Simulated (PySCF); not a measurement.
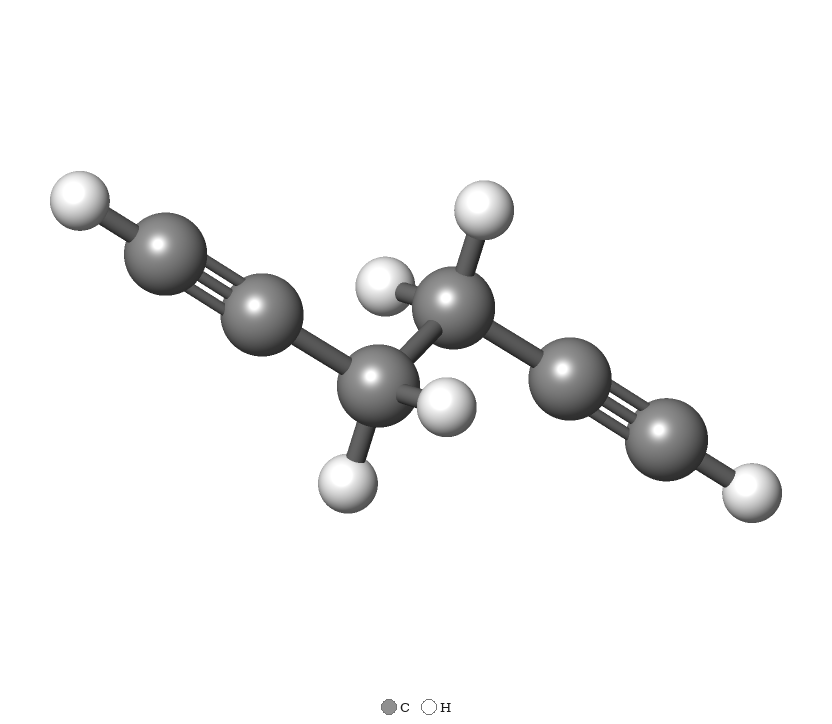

Source: calculation with PySCF.

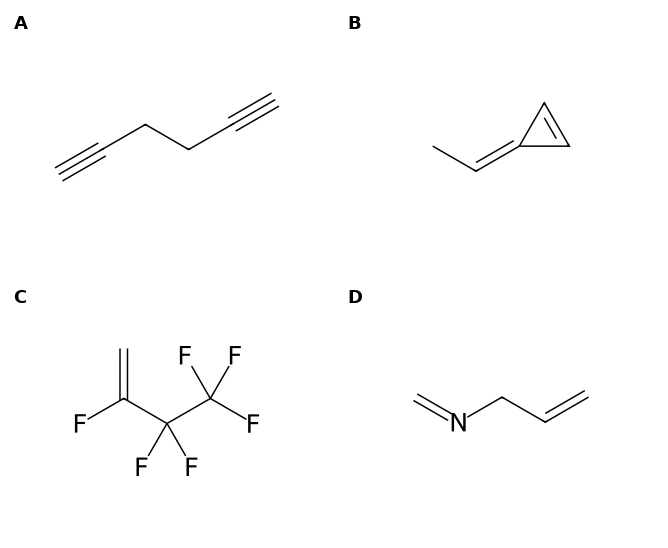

Question: The first picture shows one of the molecules drawn in the second. Which?

Answer: A, `C#CCCC#C`.
